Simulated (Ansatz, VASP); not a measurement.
# Cross-check of NaSrLiS2 between VASP and Ansatz

Wanted: the spread between two codes on one cell, functional and k mesh. The cell is invented: As first built, before any earlier steps moved the atoms (in the runner's words): it takes the NaLiCdS2 structure with some of its atoms replaced by other elements, volume scaled by an estimate. It may not be a known or stable phase. The cell is taken from a series of VASP runs on this material, whose earlier steps may have relaxed, scaled or displaced it; both programs get it as it stands. Valence electrons are named where the data sets of a main pair hold unlike numbers.

Main program and level: Ansatz 0.2.0; plane waves, with VASP 6.6.1 beside it; single point at PBE, band structure at PBE and dielectric response at PBE.

## (1) The starting structure

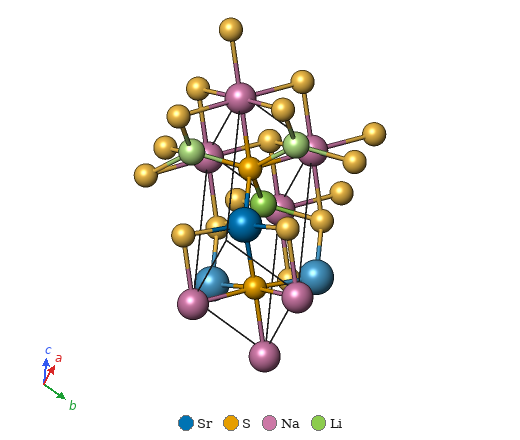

Start, viewed from a free direction; strontium blue, sulfur orange, sodium pink, lithium green. Some periodic images of atoms are drawn too.

## (2) Ansatz: single point, PBE

Ansatz runs on its default PAW (the set named soft_2) files.

A single point gives forces, pressure and levels at one fixed geometry, so differences don't come from the geometry; what else differs is listed under the comparison.

input.yaml reads:

```yaml
crystal:
  lattice:
    - [4.3660983257, 0.0, 0.0]
    - [-2.1830491678, 3.7811520644, 0.0]
    - [0.0, 0.0, 7.4936637596]
  atoms:
    - { symbol: Sr, position: [0.666666667, 0.333333333, 0.3571367486] }
    - { symbol: S, position: [0.333333333, 0.666666667, 0.1821602464] }
    - { symbol: S, position: [0.666666667, 0.333333333, 0.7400622896] }
    - { symbol: Na, position: [0.0, 0.0, 0.9665531349] }
    - { symbol: Li, position: [0.333333333, 0.666666667, 0.7515155805] }
hamiltonian:
  xc: pbe
  pseudopotentials: { kind: paw }
kpoints:
  mp_grid: { grid: [6, 6, 3] }
scf:
  occupations: { method: gaussian, width: 0.05 }
  n_extra_bands: 5
output:
  forces: true
  stress: true
  eigenvalues: true
```

On the command line:

```
> ansatz run input.yaml --threads 2 --pin off --max-ram 4608MiB --backend cpu --events-out ev --progress --plain --runs-dir out
```

Numbers of over 12 decimals in the logs are rounded to 6 here.

What it wrote:

```text
scf.n_extra_bands = 5 over 17 filled bands (N_el = 34.0): the run solves 22 bands
Engine: ansatz 0.2.0, aarch64-unknown-linux-gnu
Pseudopotentials: kind: paw
Pseudopotential: Sr, paw, valence charge 10, recommended cutoff 420 eV (normal), Sr.paw.azcp
Pseudopotential: S, paw, valence charge 6, recommended cutoff 420 eV (normal), S.paw.azcp
Pseudopotential: Na, paw, valence charge 9, recommended cutoff 420 eV (normal), Na.paw.azcp
Pseudopotential: Li, paw, valence charge 3, recommended cutoff 420 eV (normal), Li.paw.azcp
Functional definition: PBE
  parameter kappa = 0.804
  parameter beta = 0.066725
  exchange = pbe_x(kappa = kappa, mu = beta*pi^2/3)
  correlation = pbe_c(beta = beta)
Crystal: 5 atoms, lattice volume = 123.712 Å³
Basis set: ecut = 420 eV, 2431 PW (Γ), exchange–correlation on 60×60×108 points (8 copies of the dense FFT grid, shifted against one another)
Bands: 22, of which v1, the nominal top of the filled ones, is band 17 counted from 1 (16 counted from 0)
Symmetry: 6 space group operations
Space group: P3m1 (ITA 156), of the structure as read, at distance tolerance 5.0e-5 Å
k-points: 17 of 108 (time reversal used)
Non-local potential: Sr, projectors of the file, l = 0: 3, l = 1: 2, l = 2: 2
Non-local potential: S, projectors of the file, l = 0: 2, l = 1: 2, l = 2: 2
Non-local potential: Na, projectors of the file, l = 0: 3, l = 1: 2, l = 2: 1
Non-local potential: Li, projectors of the file, l = 0: 3, l = 1: 2, l = 2: 1
PAW form: soft (Blöchl's): semilocal exchange-correlation on the pseudo side does not see the compensation charge
PAW one-centre angular grid: Sr, 110 points (default); XC on 64 Gauss nodes
PAW one-centre angular grid: S, 110 points (default); XC on 64 Gauss nodes
PAW one-centre angular grid: Na, 110 points (default); XC on 64 Gauss nodes
PAW one-centre angular grid: Li, 110 points (default); XC on 64 Gauss nodes
Initial density: superposition of atomic densities (neutral atoms: chi_scale 0, normalization atom), corrected by the library's trained network
Initial wavefunctions: pseudopotential atomic-orbital guess
Functional: x = pbe(κ = 0.804, μ = 0.219515), c = pbe(β = 0.066725)
SCF iter   1: F=—  HF=-7046.624873 eV  |F-HF|=—  |Δ(HF+E_count)|=         —  Δρ=8.83e-4  dr2=2.31e-3  ethr=1.77e-3  ⟨swp⟩=10.6  Hψ=2439  notcnv=0
preconditioner: auto → Resta (q_TF=auto, 2.200 Å⁻¹)  ε∞=2.8  [insulator: Δε(μ)=2.632 eV  Ē_g=11.684 eV  σ=0.050 eV  W_gap=1.00  n_scr=22 (ndim 8)  ℏωp=15.7 eV  f_vac=0.030  D(μ)=0.00/eV (n_scr^D=0)  ε∞_Penn≈2.8]
SCF iter   2: F=—  HF=-7046.625529 eV  |F-HF|=—  |Δ(HF+E_count)|=   6.56e-4  Δρ=4.70e-4  dr2=5.08e-4  ethr=6.80e-6  ⟨swp⟩=2.6  Hψ=766  notcnv=0  defer=1
SCF iter   3: F=—  HF=-7046.625601 eV  |F-HF|=—  |Δ(HF+E_count)|=   7.28e-5  Δρ=1.40e-4  dr2=5.27e-5  ethr=1.50e-6  ⟨swp⟩=2.0  Hψ=459  notcnv=0  defer=1
SCF iter   4: F=—  HF=-7046.625628 eV  |F-HF|=—  |Δ(HF+E_count)|=   2.62e-5  Δρ=5.07e-5  dr2=5.21e-6  ethr=1.55e-7  ⟨swp⟩=2.0  Hψ=469  notcnv=0  defer=1
SCF iter   5: F=—  HF=-7046.625629 eV  |F-HF|=—  |Δ(HF+E_count)|=   1.14e-6  Δρ=1.58e-5  dr2=5.42e-7  ethr=1.53e-8  ⟨swp⟩=2.0  Hψ=492  notcnv=0  defer=1
SCF iter   6: F=-7046.625629 eV  HF=-7046.625629 eV  |F-HF|=5.46e-8  |Δ(HF+E_count)|=   5.24e-7  Δρ=4.25e-6  dr2=3.48e-8  ethr=2.94e-10  ⟨swp⟩=10.3  Hψ=1942  notcnv=0
SCF 1 converged in 6 iterations: F = -7046.625629 eV  dr2 = 3.48e-8
  greatest PAW one-centre occupation: 1.000 electrons in one spin orbital (limit 2), on the Li atom at site 4 (counted from 0), in its partial waves of l = 0
SCF converged after 6 iterations
Free energy (F): -7046.625629 eV
Harris-Foulkes:  -7046.625629 eV  (|F-HF|=5.46e-8)
Internal energy: -7046.625629 eV  (E = F + TS)
E sigma→0 (E₀):  -7046.625629 eV
Fermi energy:    4.514507 eV
--- Per-component energies (eV) ---
  E_band       = -426.531409
  E_kinetic    = 603.299448
  E_local      = -2528.635196  (includes V_loc(G=0)·N_el)
  E_nonlocal   = 340.508456
  E_hartree    = 832.472808
  E_xc         = -419.413067
  E_vxc        = -403.583152  (∫ρ·V_xc dr)
  E_paw        = -4179.458439  (= ΣΔE_a)
  E_vpaw       = -103.066994  (= ΣTr[D̂ρ^β])
  E_aug_tail   = 0.000004  (compensation charges beyond the density's cutoff)
  E_ewald      = -1695.399642
  E_smearing   = -0.000000  (= −TS)
  E_closure    = 0.000000  (closes the sum)
  Σ components = -7046.625629   (vs F -7046.625629, Δ=0.00e0)
--- Forces (eV/Å), atoms counted from 1 ---
  atom   1  Sr     0.00000000     0.00000000    -0.01044386
  atom   2  S      0.00000000     0.00000000     0.02446703
  atom   3  S     -0.00000000     0.00000000    -0.02551293
  atom   4  Na    -0.00000000     0.00000000     0.00479869
  atom   5  Li    -0.00000000     0.00000000     0.00665836
  max |Σ_I F_I| component: 3.27e-5 eV/Å
--- Stress (GPa, compression-positive) ---
       -0.045103      -0.000000       0.000000
       -0.000000      -0.045103       0.000000
        0.000000       0.000000      -0.071005
  P = ⅓ Tr σ = -0.0537 GPa (-0.537 kbar)
--- Band table (eV; the first three rows and the last of 17) ---
  k-point 0: bands = [... 13 lower, 2.5311, 2.9462, 3.1562, 3.1562, 5.8500, 8.1981, 8.4796, 8.4796, ... 1 higher]
  k-point 1: bands = [... 13 lower, 2.5116, 2.5297, 3.1778, 3.1778, 6.5255, 8.0684, 8.5468, 8.5468, ... 1 higher]
  k-point 2: bands = [... 13 lower, 2.5356, 2.6600, 2.9860, 3.0246, 6.5247, 7.7787, 8.3569, 8.5548, ... 1 higher]
  k-point 16: bands = [... 13 lower, 1.8554, 2.1105, 2.7630, 3.0926, 6.9801, 7.1890, 8.9216, 9.1019, ... 1 higher]
```

Elapsed: 4.5 s, on 2 threads of Arm Neoverse N1, shared host; peak memory 0.34 GiB.

Reading the cycles: dr2 is the Hartree energy of the density residual (eV), the measure of convergence; HF is the Harris–Foulkes estimate of the energy, which meets the free energy F at convergence.

The run ends at a pressure of -0.05 GPa, with forces up to 0.026 eV/Å.

## (3) VASP: single point, PBE

The same cell, functional, mesh and smearing now go to VASP, with its own data sets.

Lines of VASP's logs that name or quote its potential files are left out, and so is its time.

INCAR reads:

```
SYSTEM = NaSrLiS2
PREC = Accurate
ENCUT = 650
EDIFF = 1E-06
NELM = 100
ISMEAR = 0
SIGMA = 0.05
LREAL = .FALSE.
ALGO = Normal
GGA = PE
NBANDS = 22
LORBIT = 11
LWAVE = .FALSE.
LCHARG = .TRUE.
ISIF = 2
LELF = .TRUE.
LVHAR = .TRUE.
```

POSCAR reads:

```
NaSrLiS2
1.0
    4.3660983257      0.0000000000      0.0000000000
   -2.1830491678      3.7811520644      0.0000000000
    0.0000000000      0.0000000000      7.4936637596
Sr S Na Li
1 2 1 1
Direct
    0.6666666670      0.3333333330      0.3571367486
    0.3333333330      0.6666666670      0.1821602464
    0.6666666670      0.3333333330      0.7400622896
    0.0000000000      0.0000000000      0.9665531349
    0.3333333330      0.6666666670      0.7515155805
```

KPOINTS reads:

```
Automatic mesh
0
Gamma
6 6 3
0 0 0
```

The projector-augmented-wave data sets are Sr_sv, S, Na_pv and Li_sv (PBE family, release 64).

On the command line:

```
> mpirun -np 2 vasp_std
```

What it wrote:

```text
[banner, memory and clock lines left out]
running    2 mpi-ranks, on    1 nodes
 distrk:  each k-point on    2 cores,    1 groups
 distr:  one band on    1 cores,    2 groups

 POSCAR found type information on POSCAR SrS NaLi
 POSCAR found :  4 types and       5 ions
 LDA part: xc-table for (Slater+PW92), standard interpolation
 POSCAR, INCAR and KPOINTS ok, starting setup
 FFT: planning ... GRIDC
 FFT: planning ... GRID_SOFT
 FFT: planning ... GRID
 WAVECAR not read
 entering main loop
       N       E                     dE             d eps       ncg     rms          rms(c)
DAV:   1     0.259615939717E+03    0.25962E+03   -0.15283E+04   748   0.166E+03
DAV:   2     0.965934495555E+01   -0.24996E+03   -0.23497E+03   782   0.363E+02
DAV:   3    -0.195498452130E+02   -0.29209E+02   -0.28765E+02  1232   0.107E+02
DAV:   4    -0.214451781412E+02   -0.18953E+01   -0.18831E+01  1216   0.246E+01
DAV:   5    -0.216046134235E+02   -0.15944E+00   -0.15941E+00  1162   0.479E+00    0.169E+01
DAV:   6    -0.202978718982E+02    0.13067E+01   -0.26916E+00   966   0.688E+00    0.117E+01
DAV:   7    -0.202395369654E+02    0.58335E-01   -0.11485E+00  1096   0.469E+00    0.386E+00
DAV:   8    -0.202302731732E+02    0.92638E-02   -0.25487E-01   946   0.224E+00    0.732E-01
DAV:   9    -0.202291560595E+02    0.11171E-02   -0.16426E-02   952   0.635E-01    0.283E-01
DAV:  10    -0.202310426634E+02   -0.18866E-02   -0.21860E-03   884   0.248E-01    0.117E-01
DAV:  11    -0.202317447988E+02   -0.70214E-03   -0.68164E-04  1028   0.143E-01    0.679E-02
DAV:  12    -0.202319065452E+02   -0.16175E-03   -0.25033E-04   956   0.751E-02    0.236E-02
DAV:  13    -0.202319324083E+02   -0.25863E-04   -0.36288E-05  1018   0.288E-02    0.993E-03
DAV:  14    -0.202319374899E+02   -0.50816E-05   -0.64219E-06   790   0.115E-02    0.446E-03
DAV:  15    -0.202319392771E+02   -0.17872E-05   -0.15467E-06   756   0.663E-03    0.295E-03
DAV:  16    -0.202319395674E+02   -0.29029E-06   -0.34233E-07   638   0.362E-03
   1 F= -.20231940E+02 E0= -.20231940E+02  d E =-.732382E-15
```

Parts of OUTCAR (step 3):

```text
ion  position               nearest neighbor table
   1  0.667  0.333  0.357-   2 2.84   2 2.84   2 2.84   3 2.87   4 3.86   4 3.86   4 3.86
   2  0.333  0.667  0.182-   1 2.84   1 2.84   1 2.84
   3  0.667  0.333  0.740-   5 2.52   5 2.52   5 2.52   1 2.87
   4  0.000  0.000  0.967-   1 3.86   1 3.86   1 3.86
   5  0.333  0.667  0.752-   3 2.52   3 2.52   3 2.52

  LATTYP: Found a hexagonal cell.
 ALAT       =     4.3660983257
 C/A-ratio  =     1.7163295924

 Subroutine GETGRP returns: Found  6 space group operations
 (whereof  6 operations were pure point group operations)

The static configuration has the point symmetry C_3v.

 Found     17 irreducible k-points:

   k-points           NKPTS =     17   k-points in BZ     NKDIM =     17   number of bands    NBANDS=     22

   dimension x,y,z NGX =    36 NGY =   36 NGZ =   64
   dimension x,y,z NGXF=    72 NGYF=   72 NGZF=  128

   ENCUT  =  650.0 eV  47.77 Ry    6.91 a.u.   9.08  9.08 15.58*2*pi/ulx,y,z

   NELECT =      32.0000    total number of electrons

 k-points in reciprocal lattice and weights: Automatic mesh
   0.00000000  0.00000000  0.00000000       0.009
   0.16666667  0.00000000  0.00000000       0.056
   0.33333333  0.00000000  0.00000000       0.056
   0.50000000  0.00000000  0.00000000       0.028
   0.16666667  0.16666667  0.00000000       0.056
   0.33333333  0.16666667  0.00000000       0.111
   0.33333333  0.33333333  0.00000000       0.019
   0.00000000  0.00000000  0.33333333       0.019
   0.16666667  0.00000000  0.33333333       0.056
[...]
-0.16666667  0.50000000  0.33333333       0.111
   0.33333333  0.33333333  0.33333333       0.037

 average (electrostatic) potential at core
       1 -38.7321       2 -88.4399       3 -88.1753       4 -47.3138       5 -62.8708

 E-fermi :   1.0142

 k-point     1 :       0.0000    0.0000    0.0000
  band No.  band energies     occupation
    ...
     12       0.1036      2.00000
     13       0.1036      2.00000
     14       0.5164      2.00000
     15       0.7279      2.00000
     16       0.7279      2.00000
     17       3.4295      0.00000
     18       5.7783      0.00000
     19       6.0438      0.00000
     20       6.0438      0.00000
     21       7.0671      0.00000
    ...

 k-point     2 :       0.1667    0.0000    0.0000
  band No.  band energies     occupation
    ...
     12      -0.2298      2.00000
     13       0.1081      2.00000
     14       0.2323      2.00000
     15       0.5566      2.00000
     16       0.5962      2.00000
     17       4.1043      0.00000
     18       5.3464      0.00000
     19       5.9262      0.00000
     20       6.1191      0.00000
     21       6.8584      0.00000
    ...

 k-point     3 :       0.3333    0.0000    0.0000
  band No.  band energies     occupation
    ...
     12      -0.5048      2.00000
     13      -0.3766      2.00000
     14       0.1031      2.00000
     15       0.3643      2.00000
     16       0.5394      2.00000
     17       4.5200      0.00000
     18       5.0248      0.00000
     19       5.9356      0.00000
     20       6.6164      0.00000
     21       7.0370      0.00000
    ...

  Total        0.0087292      0.0087292      0.0024352     -0.0000000     -0.0000000     -0.0000000
  in kB        0.1130511      0.1130511      0.0315381     -0.0000000     -0.0000000     -0.0000000
  external PRESSURE =       0.0858801 kB  Pullay stress =       0.0000000 kB

  energy-cutoff  :      650.00
  volume of cell :      123.71
      direct lattice vectors                 reciprocal lattice vectors
     4.366098326  0.000000000  0.000000000     0.229037444  0.132234830  0.000000000
    -2.183049168  3.781152064  0.000000000     0.000000000  0.264469660  0.000000000
     0.000000000  0.000000000  7.493663760     0.000000000  0.000000000  0.133446073

 POSITION                                       TOTAL-FORCE (eV/Angst)
 -----------------------------------------------------------------------------------
      2.18305      1.26038      2.67626        -0.000000      0.000000     -0.002835
     -0.00000      2.52077      1.36505        -0.000000     -0.000000      0.002087
      2.18305      1.26038      5.54578         0.000000      0.000000     -0.008251
      0.00000      0.00000      7.24302         0.000000     -0.000000      0.003554
     -0.00000      2.52077      5.63161        -0.000000     -0.000000      0.005445
 -----------------------------------------------------------------------------------
    total drift:                               -0.000001      0.000001     -0.001189

  FREE ENERGIE OF THE ION-ELECTRON SYSTEM (eV)
  ---------------------------------------------------
  free  energy   TOTEN  =       -20.2319395674 eV

  energy  without entropy=      -20.2319395674  energy(sigma->0) =      -20.23193957

 total charge
# of ion       s       p       d       tot
------------------------------------------
    1        2.022   5.781   0.239   8.042
    2        1.319   2.449   0.000   3.768
    3        1.312   2.428   0.000   3.740
    4        0.050   5.979   0.000   6.030
    5        2.017   0.045   0.000   2.062
--------------------------------------------------
tot          6.721  16.681   0.239  23.641

[... 3 further parts left out ...]
```

The run ends at a pressure of 0.01 GPa, with forces up to 0.0083 eV/Å.

## (4) Differences

Known differences besides the potentials themselves: the data sets hold 34 valence electrons in Ansatz (on its default PAW (the set named soft_2) files) and 32 in VASP; the cutoff is 420 eV in Ansatz and 650 eV in VASP; VASP leaves aspherical gradient terms in its spheres out (LASPH is not set), Ansatz keeps them. Total energies have different zeros and are not compared.

Both answers:

```tsv
quantity	Ansatz	VASP	difference
pressure (GPa)	-0.05	0.01	-0.06
gap on the k mesh (eV)	2.672	2.680	-0.008
```

At this near-relaxed geometry the largest component of a force difference is 22 meV/Å. A gap on the mesh is an upper bound, since the band edges may lie between its points.

## (5) Ansatz: band structure, PBE

Levels along a path test the potential and the projectors away from the mesh points.

The cell is taken from a series of VASP runs on this material, whose earlier steps may have relaxed, scaled or displaced it; both programs get it as it stands.

input.yaml, the sections that differ from step 2:

```yaml
kpoints:
  mp_grid: { grid: [6, 6, 3] }
  band_path:
    path:
      - [0.0, 0.0, 0.0]
      - [0.13333, 0.0, 0.0]
      - [0.3, 0.0, 0.0]
      - [0.46667, 0.0, 0.0]
      - [0.46667, 0.06667, 0.0]
      - [0.41111, 0.17778, 0.0]
      - [0.35556, 0.28889, 0.0]
      - [0.28889, 0.28889, 0.0]
      - [0.17778, 0.17778, 0.0]
      - [0.06667, 0.06667, 0.0]
      - [0.0, 0.0, 0.03333]
      - [0.0, 0.0, 0.2]
      - [0.0, 0.0, 0.36667]
      - [0.0, 0.0, 0.5]
      - [0.16667, 0.0, 0.5]
      - [0.3, 0.0, 0.5]
      - [0.46667, 0.0, 0.5]
      - [0.46667, 0.06667, 0.5]
      - [0.41111, 0.17778, 0.5]
      - [0.35556, 0.28889, 0.5]
      - [0.28889, 0.28889, 0.5]
      - [0.17778, 0.17778, 0.5]
      - [0.06667, 0.06667, 0.5]
      - [0.5, 0.0, 0.46667]
      - [0.5, 0.0, 0.3]
      - [0.5, 0.0, 0.13333]
      - [0.33333, 0.33333, 0.0]
      - [0.33333, 0.33333, 0.16667]
      - [0.33333, 0.33333, 0.33333]
      - [0.33333, 0.33333, 0.5]
    npoints: 1
scf:
  occupations: { method: gaussian, width: 0.05 }
  n_extra_bands: 8
# crystal, hamiltonian, output: as in step 2
```

On the command line:

```
> ansatz run input.yaml --threads 2 --pin off --max-ram 4608MiB --backend cpu --events-out ev --progress --plain --runs-dir out
```

What it wrote:

```text
[...]
Crystal: 5 atoms, lattice volume = 123.712 Å³
Basis set: ecut = 420 eV, 2431 PW (Γ), exchange–correlation on 60×60×108 points (8 copies of the dense FFT grid, shifted against one another)
Bands: 25, of which v1, the nominal top of the filled ones, is band 17 counted from 1 (16 counted from 0)
Symmetry: 6 space group operations
[...]
k-point 0: bands = [... 13 lower, 2.5312, 2.9462, 3.1562, 3.1562, 5.8500, 8.1981, 8.4796, 8.4796, ... 4 higher]
  k-point 1: bands = [... 13 lower, 2.5117, 2.5297, 3.1777, 3.1777, 6.5255, 8.0684, 8.5468, 8.5468, ... 4 higher]
  k-point 2: bands = [... 13 lower, 2.5357, 2.6599, 2.9860, 3.0245, 6.5247, 7.7787, 8.3570, 8.5548, ... 4 higher]
  k-point 16: bands = [... 13 lower, 1.8554, 2.1106, 2.7630, 3.0926, 6.9801, 7.1890, 8.9216, 9.1019, ... 4 higher]
[key lines of the parts left out:]
SCF converged after 6 iterations
Free energy (F): -7046.625629 eV
Fermi energy:    4.514493 eV
P = ⅓ Tr σ = -0.0537 GPa (-0.537 kbar)
```

It took 9.8 s on 2 threads; peak memory 0.35 GiB.

(Part 1 of 2 ends here.)

[Lines on the potential files, build, host, timing and source positions are cut from VASP's logs without a mark.]

[Logs are printed without paths, hosts, clocks, repeated set-up lines and the standing remarks that a program may print on its own settings, such as how far it seeks lower states.]

[Hosts, paths, dates, database ids (printed as entryN), source tags and the programs' standing remarks are cut or masked in the printed files.]
